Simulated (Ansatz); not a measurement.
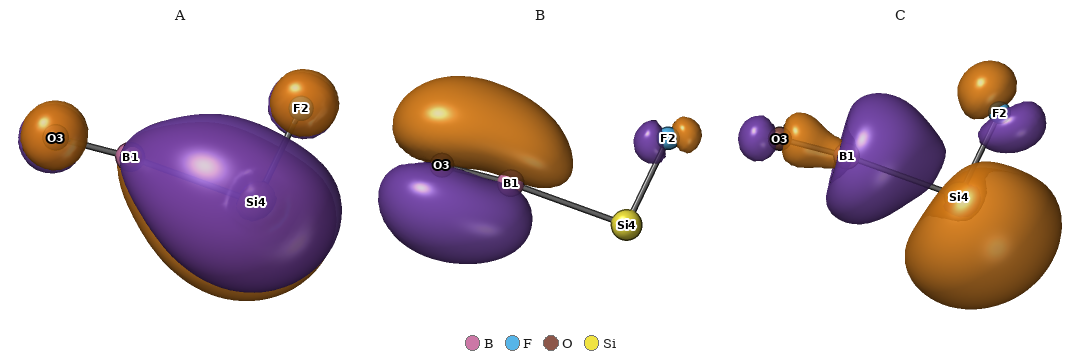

Figure. BFOSi (SMILES O=B[Si]F). Three frontier orbitals at ±0.1 Å⁻³ᐟ² (orange and purple are the two phases), in no order.

Geometry: PBE0-D3(BJ)/def2-SVP.

Method: Ansatz 0.2.0, isolated molecule in a Gaussian basis; Kohn-Sham density functional theory, functional PBE0.

Question: Order the three orbitals by energy and name them.

Answer: B is the HOMO−1 (−10.23 eV). Its weight (Hirshfeld) is mainly on O3 (about 70 %) and B1 (about 25 %); it is symmetric in the molecular plane (an in-plane orbital: σ, lone-pair or in-plane π type). C is the HOMO (−7.85 eV). Its weight (Hirshfeld) is mainly on Si4 (about 70 %), B1 (about 20 %) and F2 (about 10 %); it is symmetric in the molecular plane (an in-plane orbital: σ, lone-pair or in-plane π type). A is the LUMO (−3.79 eV). It lies mainly on Si4 (about 75 %), B1 (about 15 %) and F2 (about 5 %); it changes sign across the molecular plane (π type).

Question: What is the HOMO–LUMO gap?

Answer: 4.06 eV between the orbital energies.
